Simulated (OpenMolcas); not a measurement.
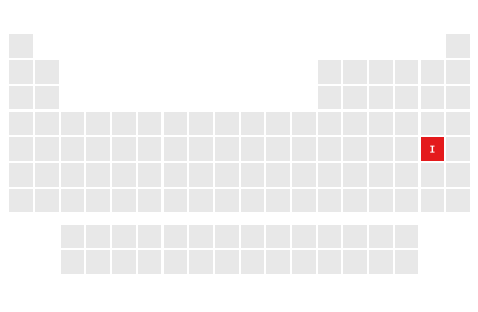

The place of iodine in the periodic table.

**Run report: I⁶⁺, multiconfigurational calculation**

I⁶⁺. Level asked for: state-averaged CASSCF, active space 1 electron in the shells 5s 5p, basis ANO-RCC-VDZ, X2C scalar Hamiltonian, spin-orbit coupling by RASSI with atomic mean-field integrals (OpenMolcas).

Input file:
```
&GATEWAY
Coord
1

I 0.0 0.0 0.0
Basis=ANO-RCC-VDZ
Group=XYZ
NoMove
AngMom=0.0 0.0 0.0
AMFI
RX2C
&SEWARD
&RASSCF
FileOrb=start.orb
Symmetry=1
Spin=2
nActEl=2 0 0
Inactive=14 9
Ras2=1 3
CIRoot=1 1 1
SDav=1
CIMx=300
Iter=97 100
PrWF=0.3
OrbListing=Nothing
MaxOrb=0
Atom
CIOnly
>>> COPY $Project.JobIph JOB001
```

The file start.orb holds starting orbitals from an earlier step.

Hardware: 1 CPU thread, shared host.

Launched with:
```bash
OMP_NUM_THREADS=1 MOLCAS_MEM=2252 MOLCAS_PROJECT=a pymolcas a.inp > a.log  # once for each step of the input, in one work folder
```

Log (extracts):
```
--- SEWARD ---
Basis set label: I.ANO-RCC...6S5P2D.

      Electronic valence basis set:
      ------------------
      Associated Effective Charge  53.000000 au
      Associated Actual Charge     53.000000 au
      Nuclear Model: Point charge

      Shell  nPrim  nBasis  Cartesian Spherical Contaminant
         s      22       6        X
         p      19       5        X
         d      13       2                 X
RX2C
                  Relativistic X2C integrals
                  Atomic mean-field integrals
--- RASSCF ---

 Nr of active orbitals     NAC=   4
 Spin degeneracy         ISPIN=   2
 There can be no such wave function.
 ************************************************
--- Stop Module: rasscf at  /rc=_RC_INPUT_ERROR_ ---
.####################.
.# User input error #.
.####################.
```

Outcome:

- outcome: refused by the program

What went wrong:

The input is odd on purpose: wrong electron count. The program refused the input; the driver noted: RASSCF spin 2: _RC_INPUT_ERROR_.
